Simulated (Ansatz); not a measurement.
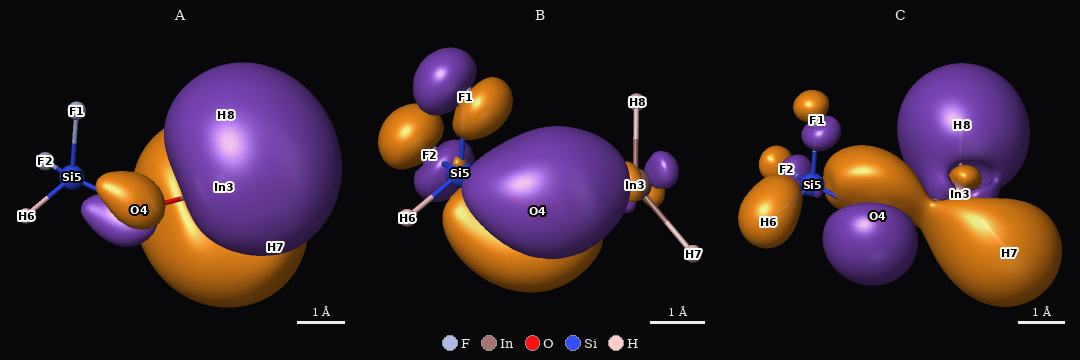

Figure 1: F2H3InOSi (SMILES F[SiH](F)[O][InH2]). Three frontier orbitals at ±0.06 Å⁻³ᐟ² (orange and purple are the two phases), in no order.

Geometry: PBE0-D4/def2-SVP; core potentials replace the inner electrons of In.

The calculation used Ansatz, isolated molecule in a Gaussian basis; Kohn-Sham density functional theory, functional PBE0.

```yaml
atoms:
  - { symbol: F, position_ang: [-2.6275, 0.6413, 2.3079] }
  - { symbol: F, position_ang: [-0.9883, -1.1859, 1.5716] }
  - { symbol: In, position_ang: [-0.5223, 1.9901, -0.7029] }
  - { symbol: O, position_ang: [-0.3142, 1.3600, 1.2171] }
  - { symbol: Si, position_ang: [-1.0484, 0.3082, 2.1894] }
  - { symbol: H, position_ang: [-0.4737, 0.2766, 3.5465] }
  - { symbol: H, position_ang: [0.6646, 3.1755, -1.0251] }
  - { symbol: H, position_ang: [-1.8019, 1.2062, -1.5235] }
```

Question: Order the three orbitals by energy and name them.

Answer: B is the HOMO−1 (−9.42 eV). By Hirshfeld shares it lies mainly on O4 (about 75 %); largely a lone pair of O4. C is the HOMO (−8.84 eV). Its weight (Hirshfeld) is mainly on O4 (about 30 %), H8 (about 25 %), In3 (about 25 %) and H7 (about 10 %). A is the LUMO (−2.04 eV). It lies mainly on In3 (about 85 %).

Question: What is the HOMO–LUMO gap?

Answer: 6.80 eV between the orbital energies.
